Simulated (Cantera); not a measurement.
A closed system holds: 1 mol Si3H8, 1.4 mol HCl, 3.7 mol H2, held at 0.133 bar.

Method: chemical equilibrium by Gibbs-energy minimisation in Cantera with the NASA 1993 tables (ideal gas, pure condensed phases). Candidate condensed phases: Si; 19 gas species. The feed counts by its element totals alone. The tables' values for SiCl3 are old estimates; treat these amounts as uncertain. Rates play no part.

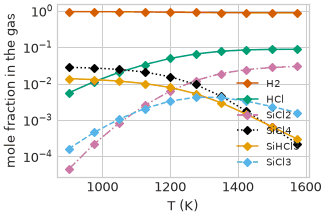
Figure: Equilibrium gas composition (values under 1e-9 drawn at 1e-9)

From 900 K to 1575 K the condensed part is Si(s). The main Si-bearing gas is SiCl4 at 900 K and SiCl2 at 1575 K. The share of Si in condensed phases is highest at 1350 K (90.7 %) and lowest at 900 K (87.6 %).
